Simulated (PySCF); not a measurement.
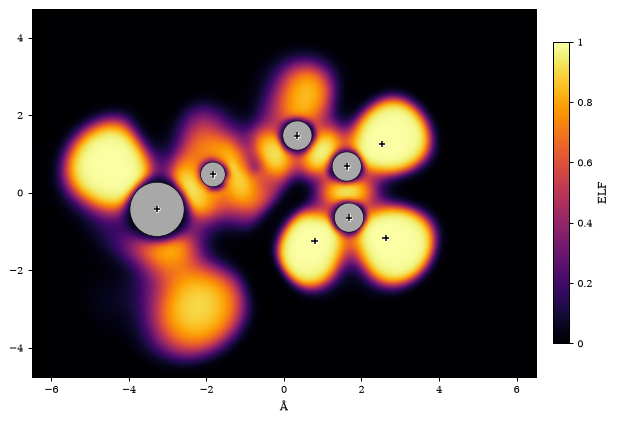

The electron localisation function on a plane through atoms (crosses mark nuclei in the plane; grey discs cover the cores).

Method: PySCF 2.14.0, PBE0/pcSseg-1, SCF density, gas phase, non-relativistic.

Candidates:
A. C4H7FSi
B. CH10B2O2Si2 (SMILES C[SiH2]OBBO[SiH3])
C. C4H10NPSi (SMILES C=CC/C=N/[SiH2]P)

> Which system is this?

Candidate C: C4H10NPSi on the plane of atoms C2, C1 and H9, which holds C, N, Si and H. C–C (1.32 Å): the ELF peaks at about 0.90 between the atoms: a multiple bond. Si–N (1.71 Å): the ELF peaks at about 0.90 between the atoms: a shared but strongly polarised pair.
